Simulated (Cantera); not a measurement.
A closed system holds: 1 mol TiCl₄, a varied amount of O₂, 48 mol N₂, at 623.15 K and 14.0 mbar.

These are equilibrium values from Cantera (NASA tables, ideal gas, pure condensed phases), not measurements of a reactor. Candidate condensed phases: Ti, TiCl₂, TiCl₃, TiCl₄, TiN, TiO, TiO₂, Ti₂O₃, Ti₃O₅, Ti₄O₇; 21 gas species. Condensed phases not in the tables: TiOCl. Kinetics and transport are ignored.

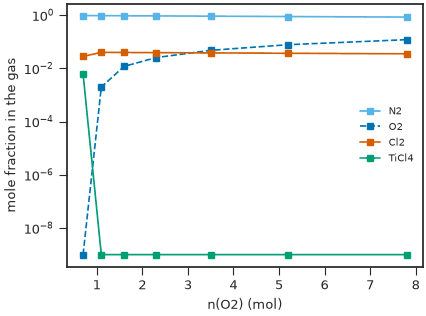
*Equilibrium gas composition (values under 1e-9 drawn at 1e-9)*

From 0.7 mol O₂ to 7.8 mol O₂ the condensed part is TiO₂(rutile).
